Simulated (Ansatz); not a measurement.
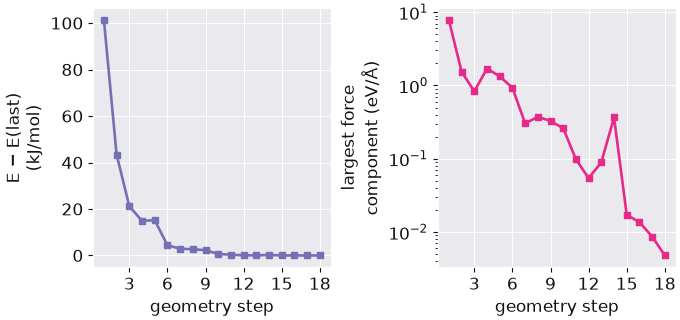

History of a geometry optimisation.

```
crystal:
  periodic: [false, false, false]
  atoms:
    - {symbol: B, position_ang: [0.270529, 0.300816, -0.650387]}
    - {symbol: O, position_ang: [-1.412174, 0.063648, -0.615139]}
    - {symbol: H, position_ang: [0.685482, -0.510039, -1.445064]}
    - {symbol: H, position_ang: [0.408496, 1.464749, -0.921259]}
    - {symbol: H, position_ang: [-1.003251, -0.148774, 0.136231]}
    - {symbol: C, position_ang: [0.525103, -0.064603, 0.885406]}
    - {symbol: H, position_ang: [-1.628586, -0.719323, -1.159779]}
    - {symbol: H, position_ang: [0.403181, -1.094828, 1.277468]}
    - {symbol: H, position_ang: [0.156140, 0.611637, 1.675172]}
    - {symbol: H, position_ang: [1.594979, 0.096717, 0.817453]}
basis:
  gaussian: {orbitals: def2-TZVP}
hamiltonian: {xc: pbe0, dispersion: d4}
relax: {f_tol: 0.005, max_steps: 200}
```

Launched with:
```bash
ansatz run in.yaml --threads 2 --pin off --events-out ev --progress --plain --max-ram 4352MiB
```

How did it end, and what did it gain?

The optimisation met its thresholds at geometry 18, counting the start as the first. The energy fell by about 100 kJ/mol from the first step to the last. The largest force component goes from about 7.8 eV/Å at the start to 5 × 10⁻³ eV/Å at the end.

By which step was nine tenths of the energy gained?

By step 6 of 18.
